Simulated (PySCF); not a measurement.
# Running PySCF on SF5

A script for SF5 is run as written.

Method: method and basis as typed in the script; program: PySCF 2.14.0.

### 1 The system as given

SF5: 6 atoms, charge 0, spin multiplicity 64.

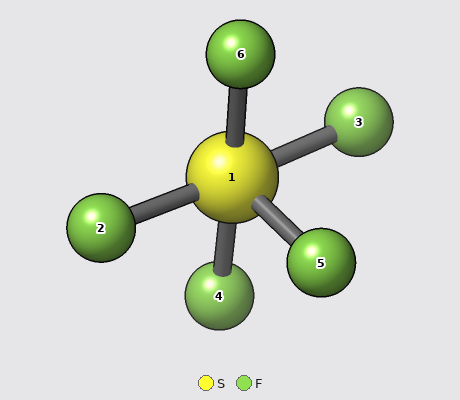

The starting geometry (sulfur yellow, fluorine green); atoms are numbered from 1 in the order of the file.

### 2 The run

Input file input.py:

```python
from pyscf import gto, scf, mp

mol = gto.M(
    atom='S 0.1078 -0.1879 0; F 0.129 -0.2246 1.6686; F 0.129 -0.2246 -1.6686; F 1.576 0.6061 0; F -0.6976 1.2152 0; F -1.3181 -1.0553 0',
    basis='lanl2dz',
    ecp={'S': 'lanl2dz'},
    charge=0,
    spin=63,
    verbose=3,
)
mf = scf.UHF(mol)
mf.kernel()
mp.MP2(mf, frozen=5).kernel()
mf.dip_moment()
print('orbital energies (hartree):', [e[max(0, n-3):n+3].round(4) for e, n in zip(mf.mo_energy, mol.nelec)])
```

Run with:

```console
OMP_NUM_THREADS=1 python input.py
```

Log:

```text
AssertionError
```

Wall time 0.69 s (1 thread of Arm Neoverse V1, shared host).

### 3 What went wrong

The run stopped before any cycle. The electron count and spin=63 don't fit together (2S must have the parity of the electron number and can't exceed it), so the molecule can't be built.

### 4 The mended script

input.py: that of step 2 with these lines changed.

```diff
@@ -7,3 +7,3 @@
     charge=0,
-    spin=63,
+    spin=1,
     verbose=3,
```

Run with:

```console
OMP_NUM_THREADS=1 python input.py
```

Its last lines:

```text
[... earlier lines left out ...]
WARN: HOMO -0.0550552639044888 >= LUMO -0.0550552639044888

converged SCF energy = -506.730171693238  <S^2> = 0.79731125  2S+1 = 2.0467645
E(UMP2) = -507.411824181517  E_corr = -0.681652488278587
E(SCS-UMP2) = -507.383960062381  E_corr = -0.653788369142489
Dipole moment(X, Y, Z, Debye):  0.51061, -0.89205,  0.00000
orbital energies (hartree): [array([-0.7189, -0.7043, -0.5426,  0.0395,  0.1066,  0.1066]), array([-0.7034, -0.6924, -0.5917, -0.099 ,  0.0446,  0.1698])]
```

It took 1.9 s on 1 thread of Arm Neoverse V1, shared host; peak memory 0.14 GiB.

### 5 Outcome

```
  quantity                                                                                                  value
 first try                                                                              stops with AssertionError
      edit                                                                                      spin (2S): 63 → 1
second try  E(SCF) = -506.730172 Eh, E(MP2) − E(SCF) = -0.68165 Eh, ⟨S²⟩ = 0.797, μ = 1.03 D (of the SCF density)
```

What this shows: The second script converges.
